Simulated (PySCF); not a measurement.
Ga(GeH3)3, SMILES [GeH3][Ga]([GeH3])[GeH3] at its PBE0/def2-SVP optimised geometry (Å):

```
13

Ga    -1.4979    -2.0357     1.8477
Ge    -0.2516    -3.9134     2.8264
H     -0.5752    -5.1966     2.0267
H      1.2774    -3.7147     2.7667
H     -0.6385    -4.1862     4.2951
Ge    -3.7418    -1.4880     2.6857
H     -4.4900    -2.7182     3.2408
H     -3.6037    -0.4785     3.8489
H     -4.6389    -0.8285     1.6174
Ge    -0.5339    -0.7342     0.0000
H     -1.0090     0.7342     0.0000
H      1.0090    -0.7342     0.0000
H     -0.9904    -1.3569    -1.3397
```

Calculation: PBE0/def2-TZVP (PySCF). Cells within 0.4 Å of a nucleus heavier than hydrogen are left out (blank, or x).

Map of the LUMO amplitude (bohr^(-3/2)) on the plane z = 0.0 Å; orbital energy -2.54 eV, overall sign arbitrary:

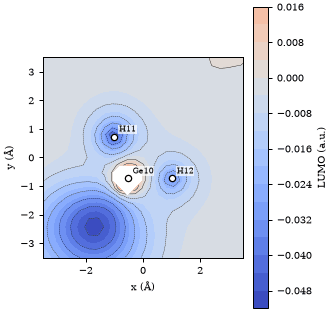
Figure: LUMO amplitude (bohr^(-3/2)) on the plane z = 0.0 Å.
